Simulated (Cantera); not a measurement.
A closed system holds: 1 mol CH₂F₂, 0.5 mol CH₄, at 1.00 Torr.

Equilibrium computed with Cantera from the NASA thermochemical tables; the gas is ideal and each condensed phase is pure. Candidate condensed phases: C, C₆H₆, C₇H₈, C₈H₁₈; 95 gas species. Equilibrium is a limit: real reactors are often held back by kinetics, nucleation or transport.

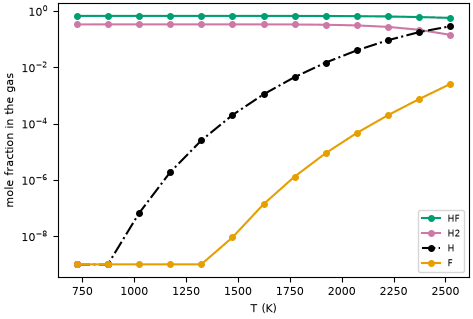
Figure. Equilibrium gas composition (values under 1e-9 drawn at 1e-9)

From 723 K to 2523 K the condensed part is C(graphite). The main C-bearing gas is CH₄ at 723 K and C₂H₂ (acetylene) at 2523 K.
